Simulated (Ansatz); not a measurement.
**CH3CuF3P (SMILES [CH3][Cu-][P+](F)(F)F): density, localisation and related maps**

The calculation's input:

```
crystal:
  periodic: [false, false, false]
  atoms:
    - {symbol: C, position_ang: [-0.242491, -1.719440, 1.270165]}
    - {symbol: Cu, position_ang: [-0.026174, -0.185714, 0.137293]}
    - {symbol: F, position_ang: [-0.629826, 1.641046, -2.474805]}
    - {symbol: F, position_ang: [1.645518, 1.854731, -1.751317]}
    - {symbol: F, position_ang: [-0.102139, 2.982018, -0.559187]}
    - {symbol: P, position_ang: [0.218770, 1.551194, -1.145825]}
    - {symbol: H, position_ang: [0.725341, -2.207998, 1.475669]}
    - {symbol: H, position_ang: [-0.902038, -2.472802, 0.806414]}
    - {symbol: H, position_ang: [-0.686961, -1.443045, 2.241594]}
basis:
  gaussian: {orbitals: def2-SVPD}
hamiltonian: {xc: {name: PBE0}}
output: {forces: true, orbitals: {seedname: orbitals}}
```

Run with:

```sh
ansatz run input.yaml --threads 2 --pin off --max-ram 5220MiB --events-out events.jsonl --progress --plain --runs-dir runs
```

Geometry: PBE0-D4/def2-SVP.

Level of theory: isolated molecule in a Gaussian basis; Kohn-Sham density functional theory, functional PBE0 (Ansatz 0.2.0).

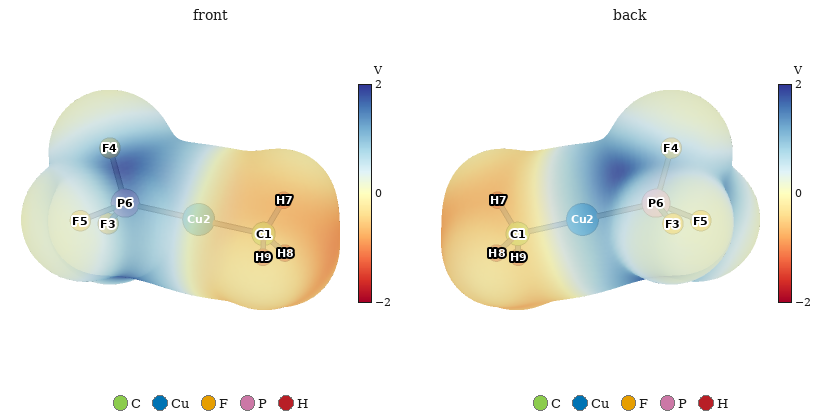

Figure 1. The electrostatic potential painted on the density surface at 0.001 e/bohr³, seen from the front and from behind; the colour scale runs from red (negative) to blue (positive).

Describe the electrostatic potential map.

Answer. The most negative region (about −0.9 V) lies over C1, the most positive (about +1.8 V) over P6.

What dipole moment does the calculation give?

Answer. Its dipole moment is 2.51 D.

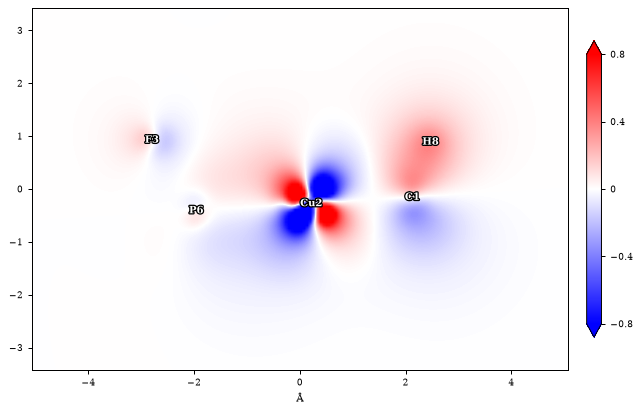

Figure 2. The HOMO−1 on the plane of atoms Cu2, P6 and F3 (values in Å⁻³ᐟ²; the overall sign is arbitrary).

What is the character of this orbital?

Answer. It lies mainly on Cu2 (about 75 %) and C1 (about 10 %). It is one of a degenerate set, so its orientation is arbitrary. Its energy is −8.79 eV.

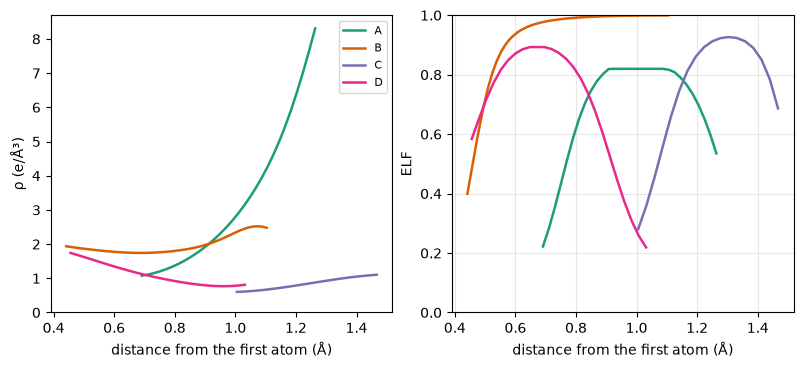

Figure 3. Electron density and electron localisation function along straight lines between neighbouring atoms. The curves leave out the atomic cores.

Which curve belongs to which contact (Cu–P, C–Cu, C–H and P–F)? The first atom named is at distance zero.

Answer. Curve A: P–F (1.58 Å): ρ at the midpoint is about 1.3 e/Å³; the ELF peaks at about 0.80 in the valence shell of F, 0.7 Å from its nucleus, and is about 0.60 at the midpoint. Curve B: C–H (1.10 Å): the density is about 1.8 e/Å³ at the midpoint; the ELF climbs to about 1 towards the hydrogen, as it does in any bond to H: an ordinary covalent bond to hydrogen. Curve C: Cu–P (2.17 Å): ρ at the midpoint is about 0.65 e/Å³; the ELF peaks at about 0.95 between the atoms. Curve D: C–Cu (1.92 Å): ρ is about 0.77 e/Å³ halfway; the ELF peaks at about 0.90 in the valence shell of C, 0.6 Å from its nucleus, and is about 0.35 at the midpoint.
